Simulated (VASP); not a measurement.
Band structure of MgZn$_{2}$O$_{3}$ (space group P-3m1). Method: r2SCAN meta-GGA, VASP's PBE PAW potentials (set 64) (plane waves; VASP).

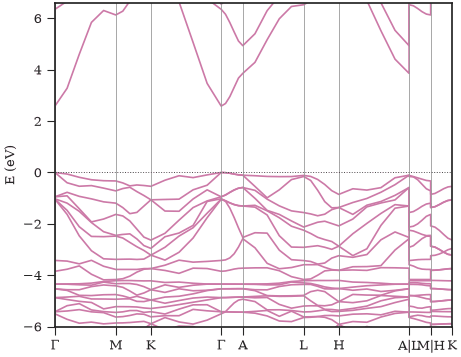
Figure. Bands along high-symmetry lines, zero at the valence-band maximum or, without a gap, the Fermi level

Question: Read the plot: is there a gap, and where are the band edges?

Answer: The gap is direct, 2.58 eV, from the valence maximum at Γ to the conduction minimum at Γ.

The structure comes from a computed database's MgZn2O3 entry (P-3m1); how it stands against other phases isn't given here. It was relaxed first.
